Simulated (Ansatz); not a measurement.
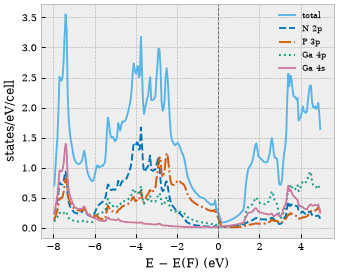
*Total and projected density of states of Ga$_{2}$PN in space group P3m1 (No. 156; Ga on 1a, Ga on 1c, P on 1a, N on 1c), plane-wave PAW r²SCAN (Ansatz code)*

Q: Which orbitals carry the states next to the Fermi level?

A: Within 0.5 eV of the Fermi level: P 3p 61 %, Ga 4p 16 %, N 2p 8 %, Ga 4s 7 %. Projections are on Löwdin-orthogonalised atomic valence shells; empty p or d shells of many metals are not among them.

Q: Where is the tallest occupied peak in this window, and what makes it?

A: Near -7.4 eV, about 3.6 states/eV per cell; the largest projected share is Ga 4s.

The start of the workflow was typed in or built on a structure type; neither database checked (COD, Materials Project) lists it. Its standing as an ambient phase is unchecked. The cell was relaxed with r²SCAN under the symmetry of its start; whether a distortion lowers the energy is not shown. Spin–orbit coupling is left out wherever it is not named.

Potentials: the later of the program's two PAW sets.
